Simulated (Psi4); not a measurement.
**InSiH3ClO (SMILES [SiH3][O][In][Cl]) at UTPSS/def2-SVP (core potential)**

Aim: the vertical doublet–quartet gap of InSiH3ClO at UTPSS/def2-SVP (core potential), from 2 runs. 

Program for the calculation: Psi4 1.11.

## (1) The molecule

InSiH3ClO has 7 atoms, charge 0, and is taken as a doublet. As SMILES, `[SiH3][O][In][Cl]`. Geometry: relaxed at PBE0-D4/def2-TZVP. This is one conformer, not always the lowest.

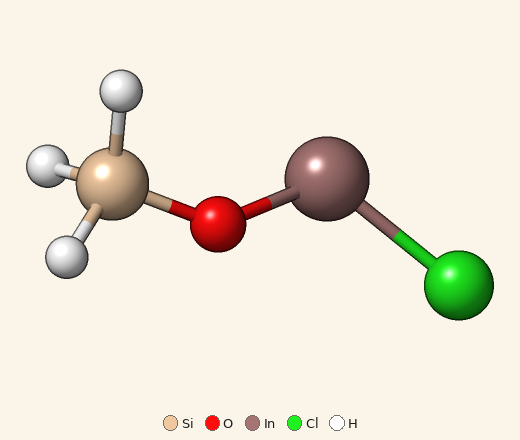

The structure, seen from a chosen angle (silicon light orange, oxygen red, indium brown, chlorine green, hydrogen white).

## (2) Energy and gradient at UTPSS/def2-SVP (core potential)

Input file clh3inosi.xyz:

```xyz
7
ClH3InOSi
Si     0.016600     1.144600     0.460800
O      0.203700    -0.441600     0.114500
In    -0.437600    -1.723300    -1.270600
Cl     0.330700    -3.933200    -1.041200
H      0.496200     2.009500    -0.655300
H      0.803700     1.457800     1.681900
H     -1.413400     1.486100     0.709900
```

Input file job.py:

```python
import psi4

psi4.set_memory(2200000000)
psi4.set_num_threads(1)
psi4.set_output_file('clh3inosi.out', False)

with open('clh3inosi.xyz') as f:
    atoms = ''.join(f.readlines()[2:])
mol = psi4.geometry('0 2\n' + atoms + 'symmetry c1')

psi4.set_options({
    'basis': 'def2-SVP',
    'reference': 'uks',
    'puream': True,
    'e_convergence': 1e-09,
    'd_convergence': 1e-08,
    'scf_type': 'pk',
    'dft_radial_points': 99,
    'dft_spherical_points': 590,
    'maxiter': 100,
})

e, wfn = psi4.gradient('TPSS', return_wfn=True)
psi4.oeprop(wfn, 'LOWDIN_CHARGES', 'DIPOLE', 'WIBERG_LOWDIN_INDICES', title='TPSS')
print('gradient / Eh bohr^-1')
print(e.np.round(6))
print(f'energy = {wfn.energy():.10f} Eh')
```

Started as:

```console
$ python job.py
```

clh3inosi.out (excerpt; [...] marks lines left out):

```text
[...]
    !!!  WARNING: ECP capability is in beta. Please check occupations closely.  !!!
[...]
  Running in c1 symmetry.
[...]
  Nuclear repulsion =  283.742748487817153
[...]
  Multiplicity = 2
[...]
  Nalpha       = 32
  Nbeta        = 31
[...]
    Number of basis functions: 91
[...]
   @UKS iter   1: -1016.27398368117497   -8.50497e-01   9.60904e-03 ADIIS/DIIS
[...]
   @UKS iter  13: -1016.61569883692573   -1.31877e-11   6.16346e-09 DIIS
[...]
   @S^2 Observed:                7.526518756E-01
[...]
    Orbital Energies [Eh]
    ---------------------
    Alpha Occupied:
       1A   -100.955934     2A    -65.686305     3A    -18.896157
       4A     -9.228597     5A     -7.014177     6A     -7.006345
       7A     -7.005938     8A     -5.128771     9A     -4.542878
      10A     -3.509047    11A     -3.506353    12A     -3.506268
      13A     -2.979805    14A     -2.974969    15A     -2.971975
      16A     -0.893855    17A     -0.761486    18A     -0.724334
      19A     -0.723123    20A     -0.722445    21A     -0.716962
      22A     -0.699452    23A     -0.489520    24A     -0.408556
      25A     -0.349309    26A     -0.340785    27A     -0.339309
      28A     -0.285299    29A     -0.284832    30A     -0.279399
      31A     -0.266086    32A     -0.218162
[...]
  @UKS Final Energy: -1016.61569883692573
   => Energetics <=
    Nuclear Repulsion Energy =            283.7427484878171526
    One-Electron Energy =               -2042.6923610564144838
    Two-Electron Energy =                 817.9840673198541481
    DFT Exchange-Correlation Energy =     -75.6501535881824907
    Empirical Dispersion Energy =           0.0000000000000000
    VV10 Nonlocal Energy =                  0.0000000000000000
    Total Energy =                      -1016.6156988369257306
  UHF NO Occupations:
  HONO-2 :   30  A 1.9997519
  HONO-1 :   31  A 1.9992426
[...]
  -Total Gradient:
     Atom            X                  Y                   Z
    ------   -----------------  -----------------  -----------------
       1        0.002722083431    -0.019651840552    -0.003698219014
       2       -0.007872514166     0.012311274172    -0.006267720417
       3        0.009279847681    -0.000621705621     0.012726050512
       4       -0.004179512370     0.011736157298    -0.001356037308
       5       -0.000696773164    -0.001873756582     0.000918991988
       6       -0.000976524536    -0.000670974928    -0.001620749029
       7        0.001679087708    -0.001237153025    -0.000767627838
[...]
 Multipole Moments:
 ------------------------------------------------------------------------------------
     Multipole            Electronic (a.u.)      Nuclear  (a.u.)        Total (a.u.)
 ------------------------------------------------------------------------------------
 L = 1.  Multiply by 2.5417464519 to convert [e a0] to [Debye]
 Dipole X            :        -18.3239604           17.7941357           -0.5298247
 Dipole Y            :        -22.6065067           23.0309262            0.4244195
 Dipole Z            :        -34.2550750           33.6771639           -0.5779111
 Magnitude           :                                                    0.8915309
[...]
```

Standard output:

```text
gradient / Eh bohr^-1
[[ 0.002722 -0.019652 -0.003698]
 [-0.007873  0.012311 -0.006268]
 [ 0.00928  -0.000622  0.012726]
 [-0.00418   0.011736 -0.001356]
 [-0.000697 -0.001874  0.000919]
 [-0.000977 -0.000671 -0.001621]
 [ 0.001679 -0.001237 -0.000768]]
energy = -1016.6156988369 Eh
```

It took 46 s on 1 thread of Intel Xeon 6975P-C (Granite Rapids), shared host; peak memory 1.3 GiB.

## (3) The quartet: a single-point energy at UTPSS/def2-SVP (core potential)

Input file job.inp:

```
memory 2200 mb

molecule molecule1 {
  0 4
  Si
  O 1 1.634307
  In 2 1.993119 1 137.26934
  Cl 3 2.350865 2 115.56496 1 -179.94052
  H 1 1.491223 2 111.56215 3 -60.19969
  H 1 1.486172 5 108.80765 2 119.72306
  H 1 1.491165 6 108.80649 5 -116.83845
  symmetry c1
}

set basis def2-SVP
set reference uks
set puream true
set e_convergence 1e-09
set d_convergence 1e-08
set scf_type pk
set dft_radial_points 99
set dft_spherical_points 590
set maxiter 100

energy('tpss')
print_variables()
```

Started as:

```console
$ psi4 -n 1 job.inp job.out
```

job.out (excerpt; [...] marks lines left out):

```text
[...]
    !!!  WARNING: ECP capability is in beta. Please check occupations closely.  !!!
[...]
  Running in c1 symmetry.
[...]
  Nuclear repulsion =  283.742764124142354
[...]
  Multiplicity = 4
[...]
  Nalpha       = 33
  Nbeta        = 30
[...]
    Number of basis functions: 91
[...]
   @UKS iter   1: -1015.97306519545191   -5.87216e-01   1.01113e-02 DIIS/ADIIS
[...]
   @UKS iter  27: -1016.43266417182235   -1.93268e-12   6.32249e-09 DIIS
[...]
   @S^2 Observed:                3.754798143E+00
[...]
  @UKS Final Energy: -1016.43266417182235
   => Energetics <=
    Nuclear Repulsion Energy =            283.7427641241423544
    One-Electron Energy =               -2041.5192467228498572
    Two-Electron Energy =                 816.9110334015371109
    DFT Exchange-Correlation Energy =     -75.5672149746520887
    Empirical Dispersion Energy =           0.0000000000000000
    VV10 Nonlocal Energy =                  0.0000000000000000
    Total Energy =                      -1016.4326641718223527
  UHF NO Occupations:
  HONO-2 :   31  A 1.0000000
  HONO-1 :   32  A 1.0000000
[...]
 Multipole Moments:
 ------------------------------------------------------------------------------------
     Multipole            Electronic (a.u.)      Nuclear  (a.u.)        Total (a.u.)
 ------------------------------------------------------------------------------------
 L = 1.  Multiply by 2.5417464519 to convert [e a0] to [Debye]
 Dipole X            :          0.0247025           -0.0242448            0.0004578
 Dipole Y            :        -34.8679492           35.0371394            0.1691902
 Dipole Z            :         26.2703931          -27.4518571           -1.1814640
 Magnitude           :                                                    1.1935169
[...]
```

Run time: 74 s. Hardware: 1 thread of Intel Xeon 6975P-C (Granite Rapids), shared host; peak memory 1.3 GiB.

## (4) Summary of results

At UTPSS/def2-SVP (core potential):

```
                                        quantity           value
                           doublet: total energy  -1016.61570 Eh
                          doublet: dipole moment          2.27 D
     doublet: HOMO energy (highest over α and β)        -5.94 eV
      doublet: LUMO energy (lowest over α and β)        -4.93 eV
                                   doublet: ⟨S²⟩           0.753
               doublet: largest force on an atom      1.038 eV/Å
                           quartet: total energy  -1016.43266 Eh
                          quartet: dipole moment          3.03 D
     quartet: HOMO energy (highest over α and β)        -2.50 eV
                                   quartet: ⟨S²⟩           3.755
vertical energy of the quartet above the doublet        4.981 eV
```

At this shape the quartet lies 4.98 eV (481 kJ/mol) above the doublet. The largest force (doublet) is 1.04 eV/Å: the shape isn't a stationary point for this species at this level.
